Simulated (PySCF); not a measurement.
System: ClH7Si4 (SMILES Cl[SiH]1[SiH2][SiH2][SiH2]1).

The calculation's input:

```
{"job": {"kind": "uv", "xc": "wB97X-D", "basis": "def2-SVPD", "nstates": 8, "ntriplets": 3}, "charge": 0, "multiplicity": 1}
Cl     0.915841    -1.630021     2.603310
Si     0.550155    -1.426150     0.586302
Si    -1.591677    -0.522298     0.150408
Si    -0.566855     1.449641    -0.651731
Si     1.573528     0.509099    -0.309808
H      0.907148    -2.757118     0.078955
H     -2.523870    -0.393241     1.276964
H     -2.375333    -1.270092    -0.842648
H     -0.889771     1.835656    -2.031811
H     -0.863222     2.677695     0.099128
H      2.504906     1.257429     0.543011
H      2.360349     0.268715    -1.528107
```

Run with:

```sh
OMP_NUM_THREADS=1 python probes_run.py task.json out
```

Geometry: GFN2-xTB.

Computed with wB97X-D/def2-SVPD, SCF density, gas phase in PySCF.

### What will maps of the electron density and electron localisation function show?

Si–Cl (2.06 Å): the density is about 0.84 e/Å³ at the midpoint; the ELF peaks at about 0.90 between the atoms: a polar covalent bond.
Si–H (1.47 Å): the density is about 0.79 e/Å³ at the midpoint; the ELF climbs to about 1 towards the hydrogen, as it does in any bond to H.

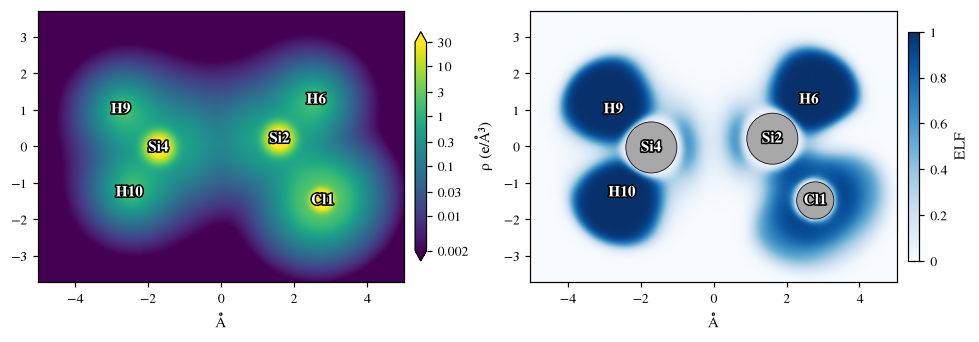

Computed electron density and electron localisation function on the plane of atoms Cl1, Si2 and H6, in this order. Grey discs cover the atomic cores in the ELF map. 
